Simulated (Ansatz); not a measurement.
# Molecular dynamics, with input and output: C2H7AsSi (part 3 of 5)

Continued. System: C2H7AsSi. Method: RKS B3LYP/def2-SVP (Ansatz 0.2.0). It belongs to a series of runs on one base structure; here: dynamics from the highest image of the converged band.

Geometry of the input (Å):
```
C  -1.2385  1.3794  -0.4249
As 0.2372  0.4071  0.4208
C  0.3282  -1.5750  0.6114
Si 1.1495  -1.3146  -1.1321
H  -1.8282  1.9287  0.3209
H  -0.8267  2.0608  -1.1808
H  -1.8643  0.6281  -0.9255
H  0.8342  -1.8457  1.5487
H  -0.7217  -1.9013  0.6362
H  2.5416  -1.0551  -0.5404
H  1.4539  1.2304  0.6862
```

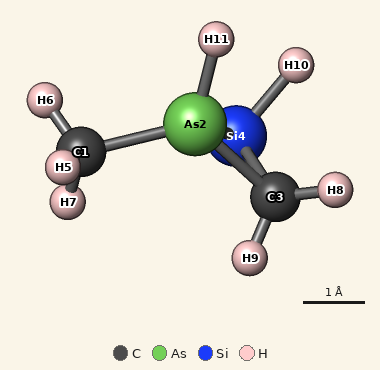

*The geometry at step 41 of the log (ball-and-stick view, seen at a tilt; atoms are numbered from 1 in the order of the input).*

## Trajectory as extended XYZ, continued
```
11
Properties=species:S:1:pos:R:3:forces:R:3 step=6 time_fs=3.0 energy=-70894.60312 temperature=53.4
C    -1.2313    1.3773   -0.4314   -0.8245  -0.2154   0.9304
As    0.2369    0.4066    0.4217    0.4161   0.3067   0.0789
C     0.3340   -1.5690    0.6086   -0.9927  -0.0602  -0.2986
Si    1.1475   -1.3146   -1.1338    0.0924   0.0300   0.0046
H    -1.8513    1.9074    0.3462    0.4987  -0.3180  -0.6773
H    -0.8288    2.0630   -1.1733    0.0629   0.1902  -0.2519
H    -1.8451    0.5908   -0.9100    0.1062   0.3022  -0.0276
H     0.7743   -1.8678    1.5465    0.5982  -0.0732   0.6195
H    -0.7387   -1.8602    0.6769    0.3393   0.0419  -0.3305
H     2.5523   -1.0477   -0.5518   -0.1314  -0.0424  -0.0098
H     1.4483    1.2572    0.6985   -0.1650  -0.1619  -0.0377
11
Properties=species:S:1:pos:R:3:forces:R:3 step=9 time_fs=4.5 energy=-70894.60236 temperature=52.5
C    -1.2296    1.3758   -0.4324   -0.5302  -0.2495   0.6312
As    0.2369    0.4064    0.4223    0.5031   0.3900   0.0845
C     0.3345   -1.5662    0.6064   -0.7194  -0.2111   0.2758
Si    1.1466   -1.3146   -1.1346    0.1058   0.0454  -0.0018
H    -1.8488    1.8875    0.3397    0.3068  -0.0989  -0.4331
H    -0.8279    2.0696   -1.1767   -0.0338   0.0294  -0.1015
H    -1.8324    0.5805   -0.9029    0.0337   0.2639  -0.1352
H     0.7611   -1.8810    1.5632    0.4531   0.1095   0.1374
H    -0.7376   -1.8383    0.6883    0.1797  -0.0466  -0.4151
H     2.5540   -1.0451   -0.5577   -0.1494  -0.0565  -0.0066
H     1.4410    1.2661    0.7037   -0.1492  -0.1756  -0.0355
11
Properties=species:S:1:pos:R:3:forces:R:3 step=12 time_fs=6.0 energy=-70894.59040 temperature=42.2
C    -1.2288    1.3738   -0.4323    0.0794  -0.2942  -0.0027
As    0.2370    0.4063    0.4228    0.5015   0.4123   0.0635
C     0.3338   -1.5637    0.6047   -0.2159  -0.3446   0.8906
Si    1.1458   -1.3145   -1.1355    0.0813   0.0544  -0.0142
H    -1.8401    1.8658    0.3244   -0.1202   0.2858   0.1108
H    -0.8279    2.0768   -1.1822   -0.1430  -0.1834   0.1116
H    -1.8192    0.5757   -0.8987   -0.0937   0.1263  -0.2681
H     0.7576   -1.8919    1.5827    0.2142   0.3163  -0.4589
H    -0.7328   -1.8174    0.6909   -0.1138  -0.1758  -0.4255
H     2.5527   -1.0438   -0.5637   -0.1262  -0.0607   0.0091
H     1.4306    1.2714    0.7081   -0.0637  -0.1364  -0.0161
11
Properties=species:S:1:pos:R:3:forces:R:3 step=15 time_fs=7.5 energy=-70894.56616 temperature=21.7
C    -1.2279    1.3712   -0.4323    0.5488  -0.3732  -0.4956
As    0.2373    0.4064    0.4233    0.4375   0.3798   0.0210
C     0.3327   -1.5619    0.6045    0.1394  -0.3701   1.1425
Si    1.1451   -1.3144   -1.1364    0.0224   0.0553  -0.0265
H    -1.8339    1.8500    0.3114   -0.4938   0.5879   0.5749
H    -0.8307    2.0802   -1.1854   -0.1729  -0.2849   0.2213
H    -1.8079    0.5737   -0.9002   -0.1993  -0.0012  -0.3520
H     0.7589   -1.8962    1.5928    0.0570   0.4093  -0.7548
H    -0.7304   -1.8004    0.6844   -0.3364  -0.2874  -0.3819
H     2.5486   -1.0437   -0.5696   -0.0665  -0.0547   0.0366
H     1.4188    1.2738    0.7121    0.0639  -0.0608   0.0145
11
Properties=species:S:1:pos:R:3:forces:R:3 step=18 time_fs=9.0 energy=-70894.57952 temperature=33.0
C    -1.2261    1.3681   -0.4330    0.4199  -0.3786  -0.3882
As    0.2377    0.4065    0.4239    0.3580   0.3162  -0.0309
C     0.3318   -1.5607    0.6064    0.0928  -0.2796   0.9094
Si    1.1443   -1.3143   -1.1373   -0.0547   0.0502  -0.0334
H    -1.8376    1.8464    0.3098   -0.4586   0.5284   0.5129
H    -0.8371    2.0777   -1.1842   -0.0884  -0.2023   0.1532
H    -1.8008    0.5718   -0.9091   -0.2176  -0.0175  -0.3233
H     0.7616   -1.8919    1.5874    0.0467   0.3393  -0.6066
H    -0.7347   -1.7894    0.6698   -0.2978  -0.3334  -0.3075
H     2.5432   -1.0448   -0.5746    0.0142  -0.0412   0.0699
H     1.4085    1.2748    0.7165    0.1856   0.0184   0.0445
11
Properties=species:S:1:pos:R:3:forces:R:3 step=21 time_fs=10.5 energy=-70894.60920 temperature=58.2
C    -1.2237    1.3642   -0.4344   -0.2271  -0.3144   0.1921
As    0.2382    0.4068    0.4244    0.3107   0.2583  -0.0780
C     0.3309   -1.5600    0.6099   -0.3373  -0.0933   0.2484
Si    1.1436   -1.3141   -1.1382   -0.1231   0.0440  -0.0285
H    -1.8506    1.8536    0.3185   -0.0586   0.1593  -0.0021
H    -0.8453    2.0712   -1.1799    0.0716   0.0138  -0.0395
H    -1.7981    0.5697   -0.9248   -0.1442   0.0820  -0.1826
H     0.7655   -1.8805    1.5695    0.1775   0.1269  -0.0686
H    -0.7451   -1.7854    0.6486   -0.0091  -0.3143  -0.2010
H     2.5380   -1.0467   -0.5781    0.0907  -0.0249   0.0988
H     1.4020    1.2763    0.7218    0.2489   0.0625   0.0608
11
Properties=species:S:1:pos:R:3:forces:R:3 step=24 time_fs=12.0 energy=-70894.60456 temperature=54.5
C    -1.2216    1.3598   -0.4354   -0.8617  -0.2324   0.6675
As    0.2388    0.4071    0.4250    0.3202   0.2354  -0.1105
C     0.3295   -1.5594    0.6137   -0.8210   0.1130  -0.5270
Si    1.1427   -1.3139   -1.1391   -0.1545   0.0430  -0.0072
H    -1.8649    1.8642    0.3273    0.3328  -0.2108  -0.4904
H    -0.8520    2.0648   -1.1764    0.2114   0.2023  -0.1935
H    -1.7986    0.5695   -0.9444   -0.0376   0.2032   0.0008
H     0.7733   -1.8665    1.5503    0.3366  -0.1191   0.5475
H    -0.7556   -1.7882    0.6231    0.3144  -0.2701  -0.0549
H     2.5348   -1.0492   -0.5796    0.1359  -0.0117   0.1119
H     1.4008    1.2789    0.7284    0.2235   0.0473   0.0558
11
Properties=species:S:1:pos:R:3:forces:R:3 step=26 time_fs=13.0 energy=-70894.59724 temperature=48.4
C    -1.2210    1.3566   -0.4355   -1.0638  -0.1371   0.7194
As    0.2393    0.4074    0.4253    0.3527   0.2415  -0.1237
C     0.3278   -1.5590    0.6159   -0.9432   0.1884  -0.8306
Si    1.1420   -1.3137   -1.1397   -0.1454   0.0479   0.0162
H    -1.8709    1.8693    0.3279    0.4566  -0.3489  -0.6360
H    -0.8541    2.0628   -1.1761    0.2477   0.2276  -0.1924
H    -1.7995    0.5715   -0.9576    0.0159   0.2418   0.1032
H     0.7823   -1.8582    1.5432    0.3450  -0.2135   0.7385
H    -0.7593   -1.7934    0.6052    0.4339  -0.2469   0.0560
H     2.5342   -1.0511   -0.5792    0.1393  -0.0069   0.1079
H     1.4026    1.2813    0.7335    0.1613   0.0062   0.0415
11
Properties=species:S:1:pos:R:3:forces:R:3 step=29 time_fs=14.5 energy=-70894.61069 temperature=59.7
C    -1.2217    1.3516   -0.4346   -0.9343   0.0753   0.3650
As    0.2401    0.4078    0.4258    0.4097   0.2639  -0.1375
C     0.3238   -1.5580    0.6179   -0.6333   0.1562  -0.7270
Si    1.1410   -1.3134   -1.1407   -0.0863   0.0646   0.0624
H    -1.8720    1.8706    0.3177    0.3782  -0.3395  -0.5199
H    -0.8529    2.0635   -1.1789    0.2056   0.0939  -0.0224
H    -1.8005    0.5789   -0.9755    0.0371   0.1942   0.1826
H     0.8015   -1.8495    1.5452    0.1052  -0.1857   0.4885
H    -0.7572   -1.8056    0.5798    0.3828  -0.2371   0.2132
H     2.5357   -1.0539   -0.5768    0.1032  -0.0066   0.0827
H     1.4081    1.2848    0.7418    0.0320  -0.0791   0.0123
11
Properties=species:S:1:pos:R:3:forces:R:3 step=32 time_fs=16.0 energy=-70894.62172 temperature=69.0
C    -1.2240    1.3468   -0.4330   -0.3817   0.2439  -0.3045
As    0.2410    0.4084    0.4262    0.4316   0.2657  -0.1561
C     0.3188   -1.5568    0.6186    0.0864   0.0466  -0.2219
Si    1.1399   -1.3131   -1.1415    0.0101   0.0876   0.1173
H    -1.8654    1.8651    0.2969    0.0171  -0.0874  -0.0590
H    -0.8474    2.0661   -1.1819    0.1079  -0.1201   0.2142
H    -1.8009    0.5903   -0.9897   -0.0116   0.0335   0.1634
H     0.8227   -1.8447    1.5572   -0.2976  -0.0487  -0.1097
H    -0.7472   -1.8229    0.5588    0.0972  -0.2537   0.3276
H     2.5394   -1.0570   -0.5726    0.0315  -0.0116   0.0415
H     1.4142    1.2866    0.7503   -0.0909  -0.1559  -0.0127
11
Properties=species:S:1:pos:R:3:forces:R:3 step=35 time_fs=17.5 energy=-70894.60058 temperature=51.1
C    -1.2270    1.3424   -0.4320    0.2647   0.2712  -0.8944
As    0.2420    0.4090    0.4266    0.3818   0.2112  -0.1904
C     0.3139   -1.5555    0.6190    0.7302  -0.0215   0.1797
Si    1.1387   -1.3127   -1.1423    0.1129   0.1094   0.1725
H    -1.8586    1.8578    0.2749   -0.4255   0.2518   0.4919
H    -0.8395    2.0662   -1.1806    0.0377  -0.2413   0.3403
H    -1.8015    0.6023   -1.0004   -0.0879  -0.1660   0.0861
H     0.8377   -1.8410    1.5671   -0.5847   0.0482  -0.5481
H    -0.7352   -1.8456    0.5449   -0.2187  -0.2570   0.3864
H     2.5438   -1.0602   -0.5675   -0.0496  -0.0169  -0.0029
H     1.4185    1.2851    0.7586   -0.1607  -0.1890  -0.0210
11
Properties=species:S:1:pos:R:3:forces:R:3 step=38 time_fs=19.0 energy=-70894.59261 temperature=44.4
C    -1.2296    1.3385   -0.4326    0.5090   0.2749  -0.9560
As    0.2431    0.4096    0.4269    0.2517   0.0856  -0.2441
C     0.3102   -1.5542    0.6196    0.8792  -0.0485   0.2024
Si    1.1377   -1.3122   -1.1430    0.1924   0.1236   0.2175
H    -1.8605    1.8556    0.2630   -0.5738   0.3661   0.6929
H    -0.8307    2.0615   -1.1722    0.0400  -0.1823   0.2715
H    -1.8040    0.6108   -1.0092   -0.1244  -0.2989   0.0276
H     0.8405   -1.8364    1.5659   -0.5950   0.0388  -0.5698
H    -0.7275   -1.8738    0.5392   -0.3115  -0.1801   0.4020
H     2.5471   -1.0639   -0.5625   -0.1133  -0.0180  -0.0377
H     1.4194    1.2796    0.7665   -0.1544  -0.1613  -0.0063
11
Properties=species:S:1:pos:R:3:forces:R:3 step=41 time_fs=20.5 energy=-70894.61564 temperature=63.8
C    -1.2314    1.3350   -0.4348    0.1459   0.3479  -0.4107
As    0.2443    0.4103    0.4271    0.0598  -0.0998  -0.3136
C     0.3081   -1.5530    0.6205    0.4579  -0.0693  -0.1785
Si    1.1368   -1.3116   -1.1435    0.2291   0.1273   0.2449
H    -1.8740    1.8607    0.2651   -0.2671   0.1181   0.3694
H    -0.8209    2.0531   -1.1583    0.1035   0.0291   0.0436
H    -1.8089    0.6132   -1.0173   -0.0716  -0.2922   0.0468
H     0.8310   -1.8311    1.5531   -0.3151  -0.0753  -0.1621
H    -0.7260   -1.9056    0.5420   -0.1235   0.0049   0.3848
H     2.5480   -1.0679   -0.5582   -0.1416  -0.0129  -0.0549
H     1.4171    1.2708    0.7743   -0.0772  -0.0777   0.0304
11
Properties=species:S:1:pos:R:3:forces:R:3 step=44 time_fs=22.0 energy=-70894.61480 temperature=63.1
C    -1.2329    1.3323   -0.4377   -0.4470   0.4042   0.2698
As    0.2455    0.4109    0.4273   -0.1542  -0.3083  -0.3896
C     0.3067   -1.5519    0.6210   -0.1962  -0.0923  -0.7268
Si    1.1361   -1.3109   -1.1438    0.2171   0.1213   0.2514
H    -1.8929    1.8681    0.2748    0.2015  -0.2479  -0.1418
H    -0.8089    2.0453   -1.1435    0.1548   0.2511  -0.1971
H    -1.8154    0.6094   -1.0243    0.0570  -0.1639   0.1295
H     0.8150   -1.8276    1.5372    0.1146  -0.2311   0.4496
H    -0.7271   -1.9373    0.5532    0.1450   0.2353   0.3272
H     2.5460   -1.0721   -0.5551   -0.1286  -0.0024  -0.0526
H     1.4133    1.2603    0.7828    0.0360   0.0339   0.0804
11
Properties=species:S:1:pos:R:3:forces:R:3 step=47 time_fs=23.5 energy=-70894.59440 temperature=45.9
C    -1.2352    1.3302   -0.4402   -0.7576   0.4410   0.5995
As    0.2467    0.4115    0.4274   -0.3332  -0.4869  -0.4578
C     0.3051   -1.5510    0.6203   -0.5499  -0.1670  -0.9300
Si    1.1356   -1.3102   -1.1439    0.1632   0.1101   0.2356
H    -1.9078    1.8704    0.2819    0.4898  -0.4523  -0.4568
H    -0.7937    2.0426   -1.1326    0.0945   0.3007  -0.2749
H    -1.8205    0.6022   -1.0285    0.1903  -0.0096   0.2005
H     0.8012   -1.8289    1.5304    0.3942  -0.2867   0.7637
H    -0.7253   -1.9640    0.5713    0.2588   0.4096   0.2266
H     2.5412   -1.0765   -0.5531   -0.0792   0.0109  -0.0341
H     1.4101    1.2505    0.7930    0.1291   0.1302   0.1277
11
Properties=species:S:1:pos:R:3:forces:R:3 step=50 time_fs=25.0 energy=-70894.60077 temperature=51.2
C    -1.2387    1.3289   -0.4417   -0.5545   0.4983   0.4590
As    0.2478    0.4119    0.4273   -0.4214  -0.5885  -0.5036
C     0.3025   -1.5505    0.6180   -0.3208  -0.3319  -0.4656
Si    1.1352   -1.3093   -1.1438    0.0835   0.0989   0.2006
H    -1.9127    1.8634    0.2797    0.4614  -0.3945  -0.4247
H    -0.7768    2.0461   -1.1273   -0.1001   0.1319  -0.1520
H    -1.8217    0.5946   -1.0285    0.2544   0.0727   0.1915
H     0.7953   -1.8360    1.5391    0.3286  -0.1459   0.4438
H    -0.7183   -1.9821    0.5942    0.1277   0.4641   0.1026
H     2.5348   -1.0806   -0.5518   -0.0075   0.0234  -0.0058
H     1.4096    1.2435    0.8059    0.1486   0.1715   0.1541
11
Properties=species:S:1:pos:R:3:forces:R:3 step=53 time_fs=26.5 energy=-70894.60884 temperature=57.9
C    -1.2433    1.3286   -0.4424    0.0770   0.4840   0.0210
As    0.2487    0.4122    0.4271   -0.3942  -0.5979  -0.5195
C     0.2994   -1.5505    0.6149    0.2516  -0.4929   0.3250
Si    1.1348   -1.3084   -1.1436   -0.0021   0.0904   0.1573
H    -1.9081    1.8483    0.2688    0.1281  -0.0977  -0.0622
H    -0.7620    2.0523   -1.1252   -0.3292  -0.1065   0.0330
H    -1.8176    0.5885   -1.0246    0.2213   0.0439   0.0887
H     0.7961   -1.8460    1.5567    0.0776   0.0936  -0.2044
H    -0.7089   -1.9904    0.6194   -0.1721   0.4057  -0.0131
H     2.5282   -1.0841   -0.5507    0.0663   0.0321   0.0246
H     1.4122    1.2400    0.8221    0.0757   0.1452   0.1497
11
Properties=species:S:1:pos:R:3:forces:R:3 step=56 time_fs=28.0 energy=-70894.59012 temperature=42.1
C    -1.2476    1.3291   -0.4430    0.7937   0.3295  -0.3910
As    0.2496    0.4123    0.4267   -0.2727  -0.5381  -0.5114
C     0.2967   -1.5514    0.6124    0.7033  -0.5554   0.9050
Si    1.1345   -1.3074   -1.1432   -0.0728   0.0859   0.1189
H    -1.9010    1.8313    0.2569   -0.3298   0.2804   0.4270
H    -0.7542    2.0564   -1.1225   -0.4612  -0.2287   0.1172
H    -1.8088    0.5831   -1.0188    0.1191  -0.0595  -0.0610
H     0.7988   -1.8542    1.5703   -0.0988   0.2672  -0.6707
H    -0.7032   -1.9900    0.6443   -0.4409   0.3112  -0.1020
H     2.5230   -1.0871   -0.5490    0.1200   0.0345   0.0492
H     1.4163    1.2396    0.8415   -0.0600   0.0730   0.1188
11
Properties=species:S:1:pos:R:3:forces:R:3 step=59 time_fs=29.5 energy=-70894.58502 temperature=37.9
C    -1.2506    1.3301   -0.4443    1.0833   0.1479  -0.3749
As    0.2503    0.4122    0.4262   -0.1074  -0.4514  -0.4961
C     0.2953   -1.5533    0.6115    0.7103  -0.5254   1.0358
Si    1.1341   -1.3063   -1.1428   -0.1111   0.0864   0.0950
H    -1.9006    1.8199    0.2536   -0.5412   0.4428   0.6311
H    -0.7561    2.0559   -1.1176   -0.4260  -0.1452   0.0281
H    -1.7975    0.5765   -1.0143    0.0144  -0.1441  -0.1728
H     0.7997   -1.8569    1.5701   -0.0844   0.2938  -0.7147
H    -0.7065   -1.9827    0.6670   -0.4732   0.2706  -0.1704
H     2.5204   -1.0892   -0.5463    0.1365   0.0292   0.0617
H     1.4191    1.2407    0.8634   -0.2013  -0.0047   0.0772
11
Properties=species:S:1:pos:R:3:forces:R:3 step=62 time_fs=31.0 energy=-70894.61437 temperature=62.8
C    -1.2518    1.3315   -0.4462    0.7042   0.0338   0.1875
As    0.2511    0.4120    0.4255    0.0481  -0.3755  -0.4950
C     0.2950   -1.5561    0.6123    0.2393  -0.4054   0.7164
Si    1.1336   -1.3052   -1.1423   -0.1096   0.0925   0.0897
H    -1.9111    1.8175    0.2631   -0.3001   0.2444   0.3234
H    -0.7668    2.0525   -1.1123   -0.2490   0.1056  -0.1937
H    -1.7857    0.5670   -1.0133   -0.0318  -0.1205  -0.1769
H     0.7990   -1.8535    1.5552    0.1210   0.1686  -0.3275
H    -0.7196   -1.9696    0.6861   -0.2360   0.2928  -0.2267
H     2.5206   -1.0908   -0.5423    0.1099   0.0165   0.0589
H     1.4177    1.2418    0.8870   -0.2959  -0.0527   0.0439
11
Properties=species:S:1:pos:R:3:forces:R:3 step=65 time_fs=32.5 energy=-70894.63011 temperature=76.3
C    -1.2517    1.3329   -0.4477    0.0372  -0.0547   0.8480
As    0.2518    0.4117    0.4247    0.1555  -0.3291  -0.5260
C     0.2952   -1.5596    0.6144   -0.4344  -0.1825   0.1340
Si    1.1330   -1.3039   -1.1417   -0.0738   0.1039   0.1015
H    -1.9278    1.8201    0.2792    0.1392  -0.1009  -0.2066
H    -0.7830    2.0515   -1.1112   -0.0580   0.3454  -0.3860
H    -1.7745    0.5550   -1.0160   -0.0126   0.0178  -0.0768
H     0.8011   -1.8466    1.5337    0.4149  -0.0443   0.2930
H    -0.7375   -1.9502    0.7004    0.1003   0.2991  -0.2568
H     2.5231   -1.0920   -0.5370    0.0483  -0.0016   0.0419
H     1.4099    1.2418    0.9115   -0.3166  -0.0531   0.0339
11
Properties=species:S:1:pos:R:3:forces:R:3 step=68 time_fs=34.0 energy=-70894.63034 temperature=76.8
C    -1.2515    1.3342   -0.4478   -0.3654  -0.0701   1.0762
As    0.2526    0.4113    0.4237    0.2030  -0.3118  -0.5976
C     0.2946   -1.5635    0.6168   -0.8457   0.0620  -0.2634
Si    1.1324   -1.3027   -1.1410   -0.0194   0.1198   0.1225
H    -1.9416    1.8207    0.2912    0.4240  -0.3251  -0.5540
H    -0.8006    2.0574   -1.1180    0.0017   0.3508  -0.3532
H    -1.7636    0.5435   -1.0203    0.0237   0.1834   0.0540
H     0.8119   -1.8406    1.5181    0.5493  -0.1957   0.6837
H    -0.7536   -1.9245    0.7092    0.3220   0.2152  -0.2387
H     2.5266   -1.0933   -0.5309   -0.0288  -0.0216   0.0159
H     1.3955    1.2408    0.9369   -0.2643  -0.0069   0.0544
11
Properties=species:S:1:pos:R:3:forces:R:3 step=71 time_fs=35.5 energy=-70894.65237 temperature=95.5
C    -1.2518    1.3355   -0.4460   -0.2901   0.0254   0.7509
As    0.2534    0.4108    0.4226    0.2083  -0.3096  -0.7039
C     0.2926   -1.5673    0.6188   -0.6560   0.2193  -0.1137
Si    1.1317   -1.3013   -1.1403    0.0337   0.1380   0.1431
H    -1.9469    1.8147    0.2918    0.4011  -0.3240  -0.5412
H    -0.8183    2.0705   -1.1320   -0.0734   0.0921  -0.0751
H    -1.7522    0.5358   -1.0235    0.0222   0.2712   0.1343
H     0.8339   -1.8384    1.5163    0.3099  -0.1704   0.4826
H    -0.7630   -1.8943    0.7130    0.3081   0.0293  -0.1677
H     2.5295   -1.0950   -0.5244   -0.0982  -0.0399  -0.0114
H     1.3755    1.2397    0.9634   -0.1655   0.0686   0.1021
11
Properties=species:S:1:pos:R:3:forces:R:3 step=74 time_fs=37.0 energy=-70894.66888 temperature=109.5
C    -1.2527    1.3367   -0.4429    0.1440   0.0934   0.1140
As    0.2543    0.4102    0.4212    0.2118  -0.2995  -0.8254
C     0.2895   -1.5707    0.6206   -0.0147   0.3151   0.3599
Si    1.1311   -1.2998   -1.1394    0.0669   0.1537   0.1573
H    -1.9440    1.8021    0.2814    0.0771  -0.1115  -0.1805
H    -0.8377    2.0855   -1.1475   -0.1497  -0.2219   0.2549
H    -1.7404    0.5338   -1.0239   -0.0380   0.2300   0.1255
H     0.8622   -1.8398    1.5242   -0.1750  -0.0375  -0.0721
H    -0.7662   -1.8636    0.7132    0.0824  -0.2111  -0.0630
H     2.5304   -1.0976   -0.5181   -0.1393  -0.0528  -0.0316
H     1.3519    1.2400    0.9922   -0.0655   0.1422   0.1607
```
